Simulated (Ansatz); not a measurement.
# FGeH6NP (charge +1): what the fields show

```yaml
atoms:
  - { symbol: F, position_ang: [-1.1405, -0.5983, -1.0725] }
  - { symbol: Ge, position_ang: [-0.1079, -1.1903, 0.2214] }
  - { symbol: N, position_ang: [0.4494, -2.7750, -1.1483] }
  - { symbol: P, position_ang: [1.7545, 0.3837, -0.8089] }
  - { symbol: H, position_ang: [1.4385, -3.0317, -1.2094] }
  - { symbol: H, position_ang: [0.1269, -2.5010, -2.0825] }
  - { symbol: H, position_ang: [-0.0577, -3.6316, -0.9023] }
  - { symbol: H, position_ang: [3.0944, 0.3883, -0.3505] }
  - { symbol: H, position_ang: [1.3631, 1.7166, -0.5383] }
  - { symbol: H, position_ang: [1.9238, 0.4342, -2.2149] }
```

Geometry: PBE0-D3(BJ)/def2-SVP.

The calculation used isolated molecule in a Gaussian basis; Kohn-Sham density functional theory, functional PBE0 (Ansatz).

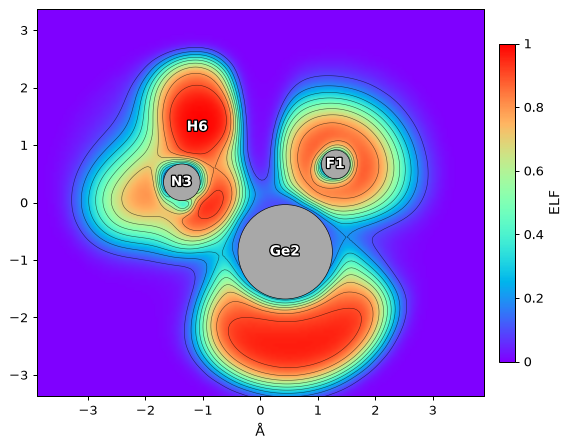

Figure 1. ELF on the plane of atoms F1, Ge2 and N3. Grey discs cover the atomic cores.

Read the bonding off the picture.

Atoms in the plane: F, Ge, N and H. Ge–F (1.76 Å): the ELF peaks at about 0.80 in the valence shell of F, 0.5 Å from its nucleus, and is about 0.25 at the midpoint. Ge–N (2.17 Å): the ELF peaks at about 0.95 in the valence shell of N, 0.7 Å from its nucleus, and is about 0.50 at the midpoint. N–H (1.03 Å): the ELF climbs to about 1 towards the hydrogen, as it does in any bond to H: a covalent bond by its length. The ELF also peaks beside F1, away from the bonds: lone-pair regions.

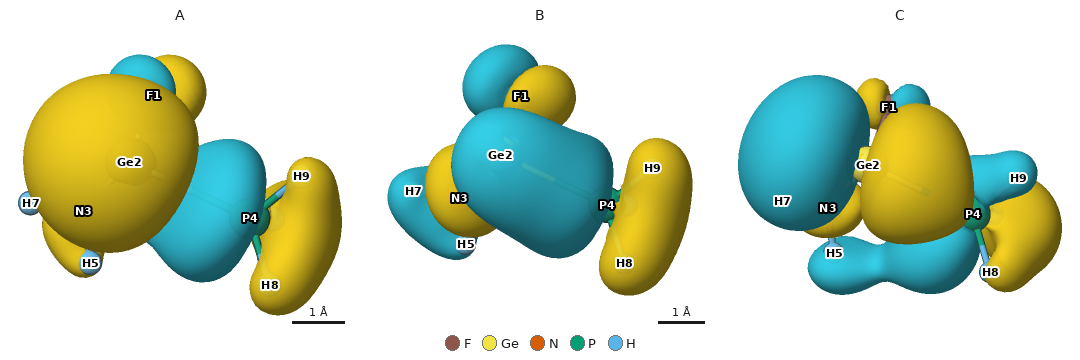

Figure 2. Three frontier orbitals at ±0.06 Å⁻³ᐟ² (yellow and cyan are the two phases), in no order.

Order the three orbitals by energy and name them.

B is the HOMO−1 (−14.30 eV). By Hirshfeld shares it lies mainly on P4 (about 30 %), F1 (about 25 %), Ge2 (about 20 %) and N3 (about 15 %). A is the HOMO (−12.19 eV). Its weight (Hirshfeld) is mainly on Ge2 (about 55 %), P4 (about 25 %) and F1 (about 10 %). C is the LUMO (−5.84 eV). It lies mainly on Ge2 (about 55 %), P4 (about 20 %) and H10 (about 5 %).

What is the HOMO–LUMO gap?

6.35 eV between the orbital energies.

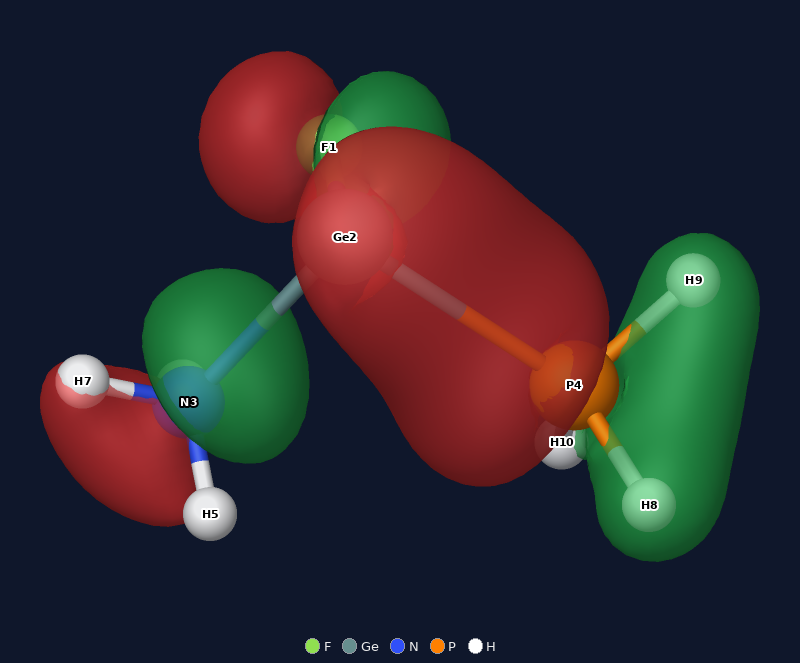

Figure 3. The HOMO−1 at ±0.1 Å⁻³ᐟ² (green and red are the two phases), seen at a tilt.

What is the character of this orbital?

By Hirshfeld shares it lies mainly on P4 (about 30 %), F1 (about 25 %), Ge2 (about 20 %) and N3 (about 15 %). Its energy is −14.30 eV.
